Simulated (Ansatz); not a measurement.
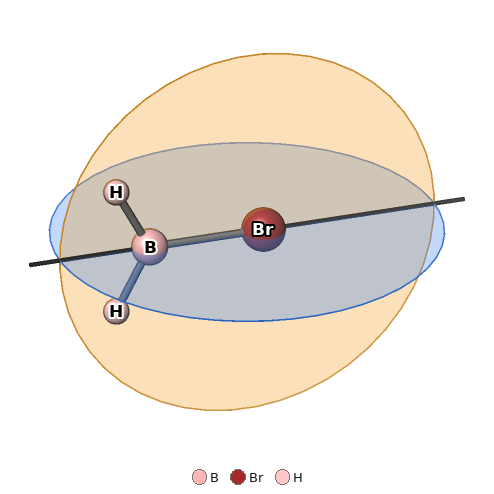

All proper rotation axes (lines) and mirror planes (discs) of the structure are drawn in. Depth is shown by fading: the farther an atom, the more it takes the colour of the background. The computed structure is the end point of a PBE0-D4/def2-TZVP optimisation.

**Name the symmetry elements and the point group.**

It has 1 C2 axis and 2 mirror planes. Point group C2v. The group has 4 operations. The geometry is achiral, and symmetry allows a dipole moment.
